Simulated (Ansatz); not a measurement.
AlAsH₆O₂

Input

```
crystal:
  periodic: [false, false, false]
  atoms:
    - {symbol: Al, position_ang: [-0.696492, 0.119768, -0.292289]}
    - {symbol: H, position_ang: [0.067484, -0.848149, -1.498959]}
    - {symbol: O, position_ang: [-0.704711, 1.763073, -0.717911]}
    - {symbol: O, position_ang: [-1.953449, -0.829885, 0.334166]}
    - {symbol: H, position_ang: [0.975880, -0.850385, -0.846036]}
    - {symbol: As, position_ang: [1.533514, -0.282631, 0.749190]}
    - {symbol: H, position_ang: [-1.219233, 2.134888, -1.431759]}
    - {symbol: H, position_ang: [-2.530989, -0.555514, 1.043834]}
    - {symbol: H, position_ang: [2.671732, 0.682560, 0.891715]}
    - {symbol: H, position_ang: [1.856265, -1.333727, 1.767849]}
basis:
  gaussian: {orbitals: def2-TZVPP}
hamiltonian: {xc: pbe0, dispersion: d4}
output: {orbitals: {seedname: orbitals}}
```

Command:

```sh
ansatz run in.yaml --threads 8 --pin off --events-out ev --progress --plain --max-ram 19148MiB
```

A transition-state structure; geometry: PBE0-D4/def2-TZVP.

Theory: RKS PBE0-D4/def2-TZVPP (Ansatz 0.2.0).

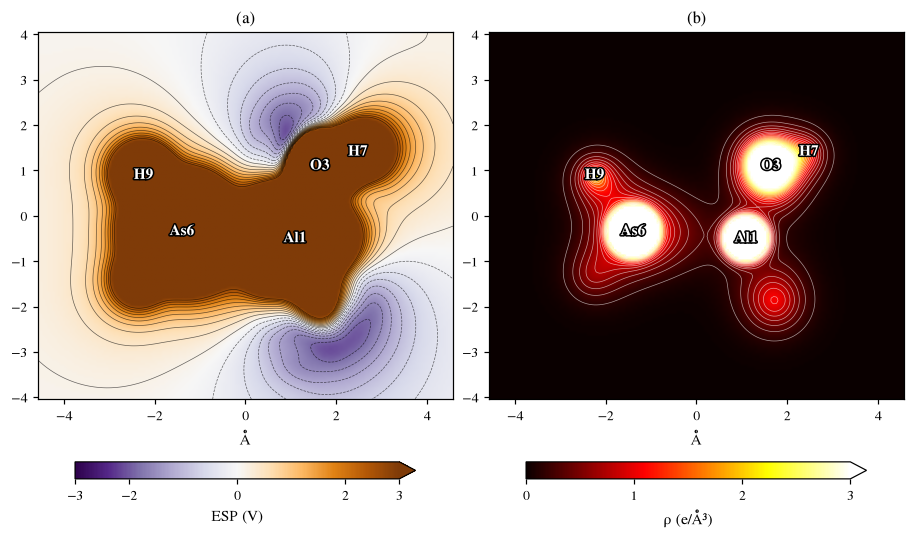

Figure 1. (a) molecular electrostatic potential; (b) total electron density on the plane of atoms Al1, As6 and H9.

Question: Describe what can be read from this map.

Answer: Atoms in the plane: Al, O, As and H.
Al–O (1.70 Å): ρ at the midpoint is about 0.9 e/Å³.
Al–As (2.49 Å): ρ is about 0.43 e/Å³ halfway, with its minimum of 0.3 e/Å³ about 0.9 Å from Al.
O–H (0.96 Å): ρ is about 3.8 e/Å³ halfway.
As–H (1.50 Å): ρ at the midpoint is about 1.2 e/Å³.
Outside the dense part of the molecule the potential is most negative (−2.1 V) near O4, which lies off the plane.

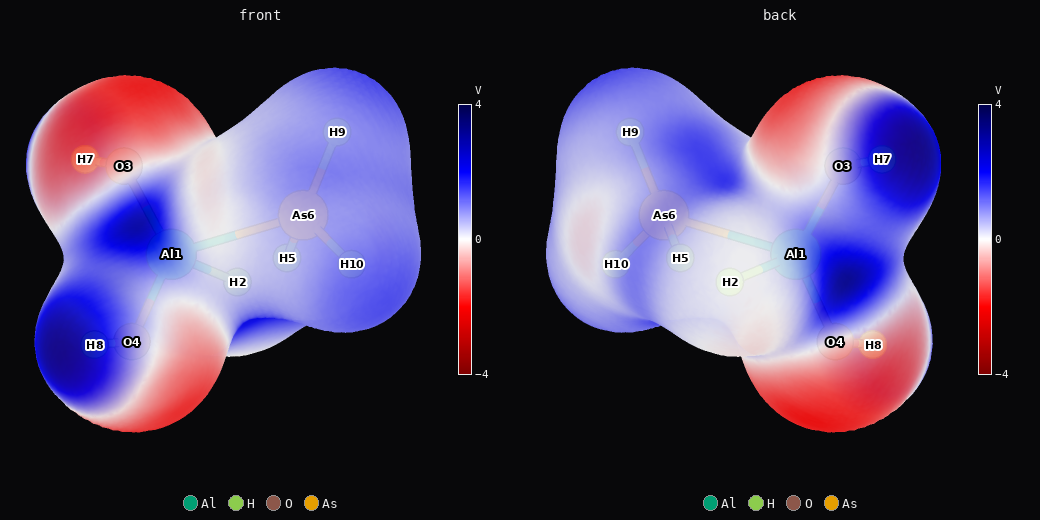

Figure 2. The electrostatic potential painted on the density surface at 0.004 e/bohr³, seen from the front and from behind; the colour scale runs from red (negative) to blue (positive).

Question: Which sites attract a positive test charge, and which a negative one?

Answer: A positive charge is drawn to the negative regions and a negative charge to the positive ones. The most negative region (about −1.8 V) lies over O3 and O4, the most positive (about +3.1 V) over Al1, H7 and H8.

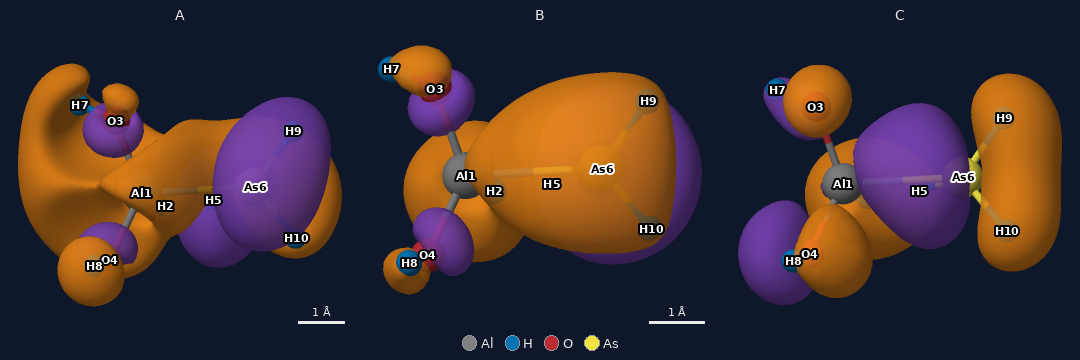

Figure 3. Three frontier orbitals at ±0.06 Å⁻³ᐟ² (orange and purple are the two phases), in no order.

Question: Order the three orbitals by energy and name them.

Answer: C is the HOMO−1 (−8.32 eV). It lies mainly on As6 (about 35 %), O4 (about 20 %), H2 (about 15 %) and Al1 (about 10 %). B is the HOMO (−6.71 eV). It lies mainly on As6 (about 55 %), Al1 (about 15 %), H2 (about 10 %) and H5 (about 10 %). A is the LUMO (−0.51 eV). It lies mainly on Al1 (about 30 %), As6 (about 25 %), H5 (about 15 %), H2 (about 10 %) and O3 (about 5 %).

Question: What is the HOMO–LUMO gap?

Answer: 6.20 eV between the orbital energies.
